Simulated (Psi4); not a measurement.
# C2F6O (SMILES FC(F)(F)OC(F)(F)F) at PBE/def2-SVP

Aim: the vertical ionisation energy of C2F6O at PBE/def2-SVP, from 2 runs. The job is set up through a Python script.

The results are computed with Psi4 1.11.

## Step 1: Starting point

The species is C2F6O (9 atoms), meant as a singlet with charge 0. As SMILES, `FC(F)(F)OC(F)(F)F`. Geometry: relaxed at PBE0-D4/def2-TZVP.

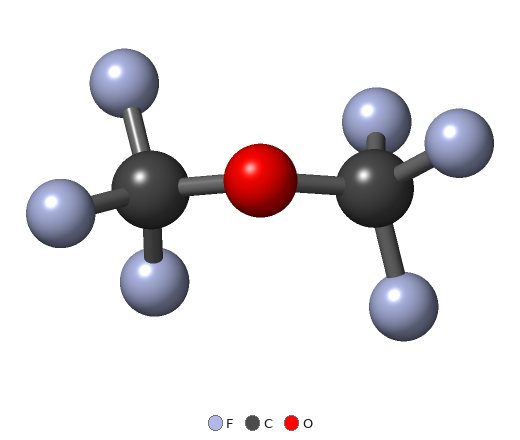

Viewed from a chosen angle; fluorine light blue, carbon dark grey, oxygen red.

## Step 2: Energy and gradient at PBE/def2-SVP

run.py reads:

```python
import psi4

psi4.set_memory('2200 MB')
psi4.set_num_threads(1)
psi4.set_output_file('run.log', False)

geom = psi4.geometry("""
0 1
F      2.076690    -0.384510    -0.999750
C      0.777760    -0.429490    -0.791080
F      0.159870     0.303300    -1.706270
F      0.367380    -1.682330    -0.915040
O      0.570650     0.041580     0.479900
C     -0.682950     0.436400     0.870810
F     -0.666110     0.487120     2.186080
F     -0.980110     1.637760     0.399820
F     -1.623170    -0.409820     0.475530
symmetry c1
""")

psi4.set_options({
    'reference': 'rks',
    'puream': True,
    'e_convergence': 1e-09,
    'd_convergence': 1e-08,
    'scf_type': 'pk',
    'dft_radial_points': 99,
    'dft_spherical_points': 590,
})

e_tot, wfn = psi4.gradient('pbe/def2-SVP', molecule=geom, return_wfn=True)
psi4.oeprop(wfn, 'WIBERG_LOWDIN_INDICES', 'MULLIKEN_CHARGES', 'DIPOLE')
print('gradient / Eh bohr^-1')
print(e_tot.np.round(6))
print(f'energy = {wfn.energy():.10f} Eh')
```

The run is started by

```bash
$ python run.py
```

run.log:

```text
[...]
  Running in c1 symmetry.
[...]
  Nuclear repulsion =  565.577163654716855
[...]
  Multiplicity = 1
[...]
  Nalpha       = 37
  Nbeta        = 37
[...]
    Number of basis functions: 126
[...]
   @RKS iter   1:  -749.05593129770341    2.73138e-01   5.95755e-03 ADIIS/DIIS
[...]
   @RKS iter  12:  -749.23101449448086   -4.54747e-13   4.05866e-10 DIIS
[...]
  @RKS Final Energy:  -749.23101449448086
   => Energetics <=
    Nuclear Repulsion Energy =            565.5771636547168555
    One-Electron Energy =               -2165.1756280806357609
    Two-Electron Energy =                 931.8893094289828696
    DFT Exchange-Correlation Energy =     -81.5218594975449520
    Empirical Dispersion Energy =           0.0000000000000000
    VV10 Nonlocal Energy =                  0.0000000000000000
    Total Energy =                       -749.2310144944808599
[...]
  -Total Gradient:
     Atom            X                  Y                   Z
    ------   -----------------  -----------------  -----------------
       1       -0.017117863225    -0.000895088074     0.002543553992
       2       -0.002444583744     0.000529765851    -0.001405120504
       3        0.008579424291    -0.010341565332     0.011471764074
       4        0.006062746575     0.016320680117     0.001011476276
       5       -0.008103792759    -0.000591534883    -0.006821483647
       6       -0.001743947064    -0.000836305982    -0.002116582605
       7       -0.000451749603    -0.000384110220    -0.017315601461
       8        0.003396532266    -0.015627535663     0.006942150301
       9        0.011824569936     0.011825524979     0.005690819745
[...]
 Multipole Moments:
 ------------------------------------------------------------------------------------
     Multipole            Electronic (a.u.)      Nuclear  (a.u.)        Total (a.u.)
 ------------------------------------------------------------------------------------
 L = 1.  Multiply by 2.5417464519 to convert [e a0] to [Debye]
 Dipole X            :         -0.5731068            0.5431886           -0.0299182
 Dipole Y            :         -0.0417646            0.0395780           -0.0021866
 Dipole Z            :         -0.4819642            0.4568062           -0.0251580
 Magnitude           :                                                    0.0391511
[...]
  Mulliken Charges: (a.u.)
   Center  Symbol    Alpha    Beta     Spin     Total
       1     F     4.54630  4.54630  0.00000 -0.09259
       2     C     2.78518  2.78518  0.00000  0.42965
       3     F     4.55707  4.55707  0.00000 -0.11415
       4     F     4.55267  4.55267  0.00000 -0.10534
       5     O     4.11757  4.11757  0.00000 -0.23513
       6     C     2.78517  2.78517  0.00000  0.42966
       7     F     4.54630  4.54630  0.00000 -0.09259
       8     F     4.55267  4.55267  0.00000 -0.10535
       9     F     4.55707  4.55707  0.00000 -0.11415
   Total alpha = 37.00000, Total beta = 37.00000, Total charge =  0.00000
[...]
```

Standard output:

```text
gradient / Eh bohr^-1
[[-0.017118 -0.000895  0.002544]
 [-0.002445  0.00053  -0.001405]
 [ 0.008579 -0.010342  0.011472]
 [ 0.006063  0.016321  0.001011]
 [-0.008104 -0.000592 -0.006821]
 [-0.001744 -0.000836 -0.002117]
 [-0.000452 -0.000384 -0.017316]
 [ 0.003397 -0.015628  0.006942]
 [ 0.011825  0.011826  0.005691]]
energy = -749.2310144945 Eh
```

Wall time 40 s (1 thread of Intel Xeon Platinum 8375C at 2.90GHz (Ice Lake), shared host); peak memory 0.87 GiB.

## Step 3: The doublet cation: the energy at UPBE/def2-SVP

c2f6o.xyz reads:

```xyz
9
C2F6O
F      2.076690    -0.384510    -0.999750
C      0.777760    -0.429490    -0.791080
F      0.159870     0.303300    -1.706270
F      0.367380    -1.682330    -0.915040
O      0.570650     0.041580     0.479900
C     -0.682950     0.436400     0.870810
F     -0.666110     0.487120     2.186080
F     -0.980110     1.637760     0.399820
F     -1.623170    -0.409820     0.475530
```

c2f6o.py reads:

```python
import psi4

psi4.set_memory(2200000000)
psi4.set_num_threads(1)
psi4.set_output_file('c2f6o.out', False)

with open('c2f6o.xyz') as f:
    atoms = ''.join(f.readlines()[2:])
m = psi4.geometry('1 2\n' + atoms + 'symmetry c1')

psi4.set_options({
    'basis': 'def2-SVP',
    'reference': 'uks',
    'puream': True,
    'e_convergence': 1e-09,
    'd_convergence': 1e-08,
    'scf_type': 'pk',
    'dft_radial_points': 99,
    'dft_spherical_points': 590,
    'maxiter': 100,
})

E, wfn = psi4.energy('pbe', return_wfn=True)
psi4.oeprop(wfn, 'MULLIKEN_CHARGES', 'QUADRUPOLE', 'DIPOLE', title='PBE')
print(f'pbe energy: {E:.10f} Eh')
```

The run is started by

```bash
$ python c2f6o.py
```

c2f6o.out:

```text
[...]
  Running in c1 symmetry.
[...]
  Nuclear repulsion =  565.577163654716855
[...]
  Multiplicity = 2
[...]
  Nalpha       = 37
  Nbeta        = 36
[...]
    Number of basis functions: 126
[...]
   @UKS iter   1:  -748.65193667355368    6.77133e-01   4.54786e-03 DIIS/ADIIS
[...]
   @UKS iter  20:  -748.75662379163589   -1.02318e-12   3.38766e-09 DIIS
[...]
   @S^2 Observed:                7.513512643E-01
[...]
  @UKS Final Energy:  -748.75662379163589
   => Energetics <=
    Nuclear Repulsion Energy =            565.5771636547168555
    One-Electron Energy =               -2145.8641180176091439
    Two-Electron Energy =                 912.5435198080689361
    DFT Exchange-Correlation Energy =     -81.0131892368126927
    Empirical Dispersion Energy =           0.0000000000000000
    VV10 Nonlocal Energy =                  0.0000000000000000
    Total Energy =                       -748.7566237916358887
[...]
 Multipole Moments:
 ------------------------------------------------------------------------------------
     Multipole            Electronic (a.u.)      Nuclear  (a.u.)        Total (a.u.)
 ------------------------------------------------------------------------------------
 L = 1.  Multiply by 2.5417464519 to convert [e a0] to [Debye]
 Dipole X            :         -0.3912772            0.5431886            0.1519115
 Dipole Y            :         -0.0284811            0.0395780            0.0110969
 Dipole Z            :         -0.3290550            0.4568062            0.1277512
 Magnitude           :                                                    0.1987979
 L = 2.  Multiply by 1.3450342976 to convert [e a0^2] to [Debye ang]
 Quadrupole XX       :       -334.5488445          305.8040614          -28.7447831
 Quadrupole XY       :         96.0379601          -97.4759108           -1.4379507
[...]
  Mulliken Charges: (a.u.)
   Center  Symbol    Alpha    Beta     Spin     Total
       1     F     4.53562  4.44452  0.09110  0.01986
       2     C     2.74271  2.77581 -0.03309  0.48148
       3     F     4.54585  4.47046  0.07539 -0.01631
       4     F     4.55809  4.41477  0.14331  0.02714
       5     O     4.23546  3.78887  0.44659 -0.02433
       6     C     2.74271  2.77580 -0.03309  0.48149
       7     F     4.53562  4.44452  0.09110  0.01986
       8     F     4.55809  4.41477  0.14333  0.02714
       9     F     4.54585  4.47048  0.07536 -0.01633
   Total alpha = 37.00000, Total beta = 36.00000, Total charge =  1.00000
```

On the terminal:

```text
pbe energy: -748.7566237916 Eh
```

Run time: 63 s. Hardware: 1 thread of Intel Xeon Platinum 8375C at 2.90GHz (Ice Lake), shared host; peak memory 0.88 GiB.

## Step 4: Summary of results

Level: PBE/def2-SVP.

| quantity | value |
| --- | --- |
| singlet C2F6O: total energy | -749.23101 Eh |
| singlet C2F6O: dipole moment | 0.10 D |
| singlet C2F6O: HOMO energy | -9.07 eV |
| singlet C2F6O: LUMO energy | 2.57 eV |
| singlet C2F6O: HOMO–LUMO gap | 11.63 eV |
| singlet C2F6O: largest force on an atom | 0.909 eV/Å |
| doublet cation: total energy | -748.75662 Eh |
| doublet cation: HOMO energy (highest over α and β) | -16.67 eV |
| doublet cation: LUMO energy (lowest over α and β) | -16.55 eV |
| doublet cation: ⟨S²⟩ | 0.751 |
| vertical ionisation energy (to the doublet cation) | 12.909 eV |

What this shows: Removing an electron at fixed nuclei costs 12.91 eV (1246 kJ/mol). The largest force (singlet C2F6O) is 0.91 eV/Å: the shape isn't a stationary point for this species at this level. The negative HOMO energy of the first species, 9.07 eV, lies 3.84 eV below that difference. Mulliken charges (doublet cation) run from -0.02 on O5 to +0.48 on C6; they depend strongly on the basis.
